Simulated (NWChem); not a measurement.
**One shape, several levels: C3H3NO (SMILES O=C1C=CN1)**

Aim: a comparison of 3 runs (HF/def2-SVP, PBE0/def2-SVP, MP2/6-31G) of C3H3NO. 

Program for the calculation: NWChem 7.3.0.

## Step 1: Starting point

The species is C3H3NO (8 atoms), meant as a singlet with charge 0. As SMILES, `O=C1C=CN1`. Geometry: relaxed at GFN2-xTB.

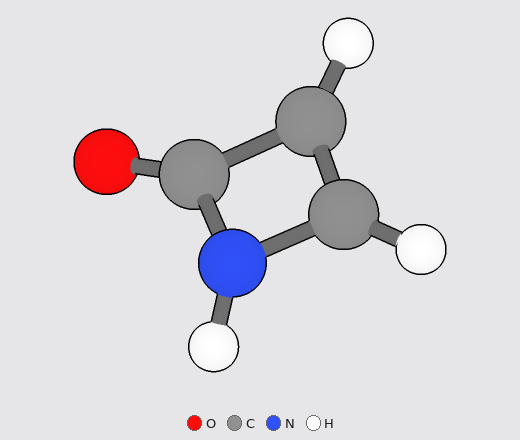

Viewed from a chosen angle; oxygen red, carbon grey, nitrogen blue, hydrogen white.

## Step 2: Energy and forces at HF/def2-SVP (run 1)

File test.nw:

```
echo
start test
title "C3H3NO"
memory 2200 mb
geometry units angstrom noautosym nocenter noautoz
   O     -0.187540    -1.265490     1.764920
   C      0.016960    -0.610350     0.796380
   C      0.603380     0.722370     0.426760
   C      0.059120     0.550520    -0.786870
   N     -0.375830    -0.790920    -0.568350
   H      1.205580     1.451870     0.920510
   H     -0.052280     1.108340    -1.696820
   H     -1.269390    -1.166340    -0.856540
end
basis spherical bse
   O library def2-SVP
   C library def2-SVP
   N library def2-SVP
   H library def2-SVP
end
scf
   thresh 1e-08
   maxiter 80
end
task scf gradient
```

On the command line:

```bash
$ nwchem test.nw > test.out
```

Output:

```text
[...]
  functions       =    85
[...]
  wavefunction    = RHF
[...]
         Total SCF energy =   -244.404010210361
      One-electron energy =   -641.940921143615
      Two-electron energy =    241.108070049499
 Nuclear repulsion energy =    156.428840883754
        Time for solution =     10.3s
[...]
                         RHF ENERGY GRADIENTS
    atom               coordinates                        gradient
                 x          y          z           x          y          z
   1 O      -0.354399  -2.391429   3.335215   -0.007222  -0.018861   0.030563
   2 C       0.032050  -1.153394   1.504940    0.006770   0.016951  -0.025306
   3 C       1.140223   1.365081   0.806459    0.008526   0.002628   0.009673
   4 C       0.111721   1.040332  -1.486969   -0.003995   0.008553  -0.016558
   5 N      -0.710216  -1.494622  -1.074026    0.004312   0.005302   0.006164
   6 H       2.278216   2.743636   1.739512   -0.003064  -0.005685  -0.002995
   7 H      -0.098795   2.094459  -3.206525   -0.001352  -0.003375   0.004217
   8 H      -2.398799  -2.204063  -1.618626   -0.003975  -0.005514  -0.005757
[...]
```

Run time: 13 s. Hardware: 1 thread of AMD EPYC 9R14 (Zen 4), shared host; peak memory 0.1 GiB.

## Step 3: Energy and gradient at PBE0/def2-SVP (run 2)

File c3h3no.nw:

```
start c3h3no
title "C3H3NO"
memory total 2200 mb

geometry noautosym nocenter noautoz
  O    -0.187540   -1.265490    1.764920
  C     0.016960   -0.610350    0.796380
  C     0.603380    0.722370    0.426760
  C     0.059120    0.550520   -0.786870
  N    -0.375830   -0.790920   -0.568350
  H     1.205580    1.451870    0.920510
  H    -0.052280    1.108340   -1.696820
  H    -1.269390   -1.166340   -0.856540
end

basis spherical bse
  * library def2-SVP
end

dft
  xc pbe0
  mult 1
  grid xfine
  convergence energy 1e-08
  iterations 100
  mulliken
  noprint "final vectors analysis"
end

task dft gradient
```

On the command line:

```bash
$ nwchem c3h3no.nw > c3h3no.out
```

Output:

```text
[...]
          Wavefunction type:  closed shell.
          No. of atoms     :     8
          No. of electrons :    36
[...]
          Charge           :     0
          Spin multiplicity:     1
[...]
          AO basis - number of functions:    85
[...]
              XC Information
              --------------
                         PBE0 Method XC Functional
                     Hartree-Fock (Exact) Exchange  0.250
          PerdewBurkeErnzerhof Exchange Functional  0.750
            Perdew 1991 LDA Correlation Functional  1.000 local
           PerdewBurkeErnz. Correlation Functional  1.000 non-local
[...]
 d= 0,ls=0.0,diis     1   -245.4475926037 -4.02D+02  2.38D-02  9.87D-01     2.6
[...]
 d= 0,ls=0.0,diis    10   -245.5707218362 -4.79D-09  1.42D-06  1.36D-08    23.2
         Total DFT energy =     -245.570721836226
      One electron energy =     -642.577391884782
           Coulomb energy =      273.158878269020
    Exchange-Corr. energy =      -32.581049104218
 Nuclear repulsion energy =      156.428840883754
[...]
      Total Density - Mulliken Population Analysis
     ---------------------------------------------
    Atom       Charge   Shell Charges
 -----------   ------   -------------------------------------------------------
    1 O    8     8.17   1.99  1.11  0.63  2.82  1.60  0.02
    2 C    6     5.73   1.99  0.95  0.12  1.97  0.57  0.13
    3 C    6     6.19   1.99  0.90  0.44  2.10  0.73  0.03
    4 C    6     5.85   1.99  0.93  0.25  2.02  0.61  0.06
    5 N    7     7.28   1.99  1.00  0.50  2.45  1.33  0.02
    6 H    1     0.97   0.75  0.19  0.03
    7 H    1     0.95   0.75  0.18  0.02
    8 H    1     0.86   0.71  0.11  0.04
[...]
  wavefunction    = closed shell
[...]
```

Wall time 29 s (1 thread of AMD EPYC 9R14 (Zen 4), shared host); peak memory 0.14 GiB.

## Step 4: Energy and gradient at MP2/6-31G (run 3)

File test.nw:

```
START test
TITLE "C3H3NO"
memory 2200 mb

GEOMETRY units angstrom noautosym nocenter noautoz
   O       -0.187540      -1.265490       1.764920
   C        0.016960      -0.610350       0.796380
   C        0.603380       0.722370       0.426760
   C        0.059120       0.550520      -0.786870
   N       -0.375830      -0.790920      -0.568350
   H        1.205580       1.451870       0.920510
   H       -0.052280       1.108340      -1.696820
   H       -1.269390      -1.166340      -0.856540
END

BASIS spherical bse
   * library 6-31G
END

SCF
   singlet
   rhf
   thresh 1e-08
   maxiter 80
END

MP2
   freeze core 5
   tight
END

TASK mp2 gradient
```

On the command line:

```bash
$ nwchem test.nw > test.out
```

Output:

```text
[...]
  functions       =    51
[...]
  wavefunction    = RHF
[...]
         Total SCF energy =   -244.462878809247
      One-electron energy =   -641.648212775531
      Two-electron energy =    240.756493082530
 Nuclear repulsion energy =    156.428840883754
        Time for solution =      5.3s
[...]
          Total MP2 energy          -244.950633302025
[...]
                         mp2 ENERGY GRADIENTS
    atom               coordinates                        gradient
                 x          y          z           x          y          z
   1 O      -0.354399  -2.391429   3.335215    0.012665   0.046206  -0.069130
   2 C       0.032050  -1.153394   1.504940   -0.015734  -0.025919   0.026045
   3 C       1.140223   1.365081   0.806459   -0.015915  -0.022475  -0.021243
   4 C       0.111721   1.040332  -1.486969    0.001653  -0.022390   0.029170
   5 N      -0.710216  -1.494622  -1.074026    0.020201   0.033350   0.031931
   6 H       2.278216   2.743636   1.739512   -0.005521  -0.007391  -0.003772
   7 H      -0.098795   2.094459  -3.206525   -0.001952  -0.003991   0.006290
   8 H      -2.398799  -2.204063  -1.618626    0.004604   0.002609   0.000709
[...]
```

It took 13 s on 1 thread of AMD EPYC 9R14 (Zen 4), shared host; peak memory 0.13 GiB.

## Step 5: The series

```tsv
run	level	iteration cap	module	energy (Eh)	dipole moment (D)	HOMO energy (eV)	LUMO energy (eV)	wall time
1	HF/def2-SVP	80	scf	-244.404010	4.02	-9.62	2.66	13 s
2	PBE0/def2-SVP	100	dft	-245.570722	3.33	–	–	29 s
3	MP2/6-31G	80	mp2	-244.950633	3.22	-9.62	2.56	13 s
```

## Step 6: Summary of results

```
                                                      quantity          value
                                           run 3: total energy  -244.95063 Eh
run 3: dipole moment (of the density that the program reports)         3.22 D
                    run 3: HOMO energy (Hartree–Fock orbitals)       -9.62 eV
                    run 3: LUMO energy (Hartree–Fock orbitals)        2.56 eV
                  run 3: HOMO–LUMO gap (Hartree–Fock orbitals)       12.18 eV
            run 3: correlation energy (5 core orbitals frozen)     -487.8 mEh
                               run 3: largest force on an atom     4.325 eV/Å
```

In words: The dipole moment (its size) runs from 3.22 D (MP2/6-31G) to 4.02 D (HF/def2-SVP). The two ends differ in method and basis. All runs together took 55 s, the longest 29 s.
